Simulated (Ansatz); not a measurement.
# AsF3 (arsenic trifluoride) at BHLYP/cc-pVDZ

Aim: the electronic atomisation energy of AsF3 (arsenic trifluoride) at BHLYP/cc-pVDZ, from 3 runs. 

Program for the calculation: Ansatz 0.2.0.

33 further runs of the same task are left out: 3 that didn't finish, 30 set aside as unsound or not needed.

### 1 The molecule

AsF3 has 4 atoms, charge 0, and is taken as a singlet. As SMILES, `F[As](F)F`. Geometry: relaxed at PBE0-D4/def2-TZVP.

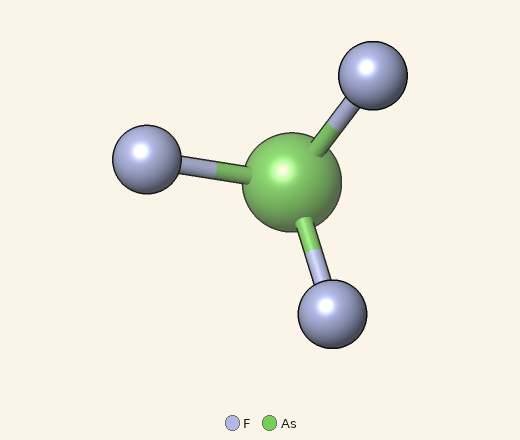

Viewed from a chosen angle; fluorine light blue, arsenic green.

### 2 The energy at BHLYP/cc-pVDZ

File input.yaml:

```yaml
crystal:
  periodic: [false, false, false]
  atoms:
    - {symbol: F, position_ang: [-0.445870, 0.395590, 1.362650]}
    - {symbol: As, position_ang: [-0.461950, -0.457240, -0.125630]}
    - {symbol: F, position_ang: [1.203970, -0.865930, -0.112740]}
    - {symbol: F, position_ang: [-0.296160, 0.927580, -1.124280]}
basis:
  gaussian:
    orbitals: cc-pVDZ
magnetization:
  spin_polarized: false
hamiltonian:
  xc: {name: BHLYP}
accuracy: high
output:
  orbitals: {seedname: orbitals}
```

On the command line:

```console
ansatz run input.yaml --threads 1 --pin off --max-ram 3480MiB --events-out events.jsonl --progress --plain --runs-dir runs
```

Standard output:

```text
Warning: RAYON_NUM_THREADS=1 ignored (pool sized by the plan → 1); use --threads N
Functional definition: BHLYP
  name "BHLYP"
  parameter a = 0.5
  exchange = (1 - a)*b88_x + a*exact_x
  correlation = lyp_c
1414 factors; integrals over basis functions are off by at most 4.5e-9 eV
mean field evaluation 1: about -68985.5943 eV, gradient 4.8e1 eV
mean field evaluation 2: about -68983.9622 eV, gradient 6.0e1 eV
mean field evaluation 4: about -68989.4024 eV, gradient 1.1e0 eV
mean field evaluation 8: about -68989.5929 eV, gradient 7.0e-2 eV
mean field evaluation 16: about -68989.5930 eV, gradient 7.0e-6 eV
mean field -68989.59296856 eV, -2535.3207787689 hartree, gradient 3.2e-8 eV, S^2 0.000000; 0 other end points of the search recorded, 0 dependent functions left out
reference -68989.59298613 eV, -2535.3207794145 hartree; 30, 30 occupied and 39, 39 virtual orbitals, 1414 factors
Total energy: -68989.59298613 eV, -2535.3207794145 hartree
```

It took 4.8 s on 1 thread of Arm Neoverse V2, shared host; peak memory 0.21 GiB.

### 3 The As atom

File in.yaml:

```yaml
crystal:
  periodic: [false, false, false]
  atoms:
    - {symbol: As, position_ang: [0.000000, 0.000000, 0.000000]}
basis:
  gaussian: {orbitals: cc-pVDZ}
total_charge: 0
magnetization: {spin_polarized: true, initial_magnetization: 3}
hamiltonian: {xc: {name: BHLYP}}
accuracy: high
```

Run the same way, it converges to -2235.77400 Eh (log not shown).

### 4 The F atom

File in.yaml:

```yaml
crystal:
  periodic: [false, false, false]
  atoms:
    - symbol: F
      position_ang: [0.000000, 0.000000, 0.000000]
basis:
  gaussian:
    orbitals: cc-pVDZ
hamiltonian:
  xc: {name: BHLYP}
accuracy: high
magnetization:
  spin_polarized: true
  initial_magnetization: 1
```

Run the same way, it converges to -99.70476 Eh (log not shown).

### 5 Results

At BHLYP/cc-pVDZ:

| quantity | value |
| --- | --- |
| molecule: total energy | -2535.32078 Eh |
| molecule: HOMO energy | -11.04 eV |
| molecule: LUMO energy | 0.30 eV |
| molecule: HOMO–LUMO gap | 11.34 eV |
| As atom: total energy | -2235.77400 Eh |
| As atom: ⟨S²⟩ | 3.750 |
| F atom: total energy | -99.70476 Eh |
| F atom: ⟨S²⟩ | 0.751 |
| electronic atomisation energy | 11.769 eV |

What this shows: Taking the molecule apart into free atoms costs 11.77 eV (271 kcal/mol), before zero-point energy and without spin-orbit coupling.
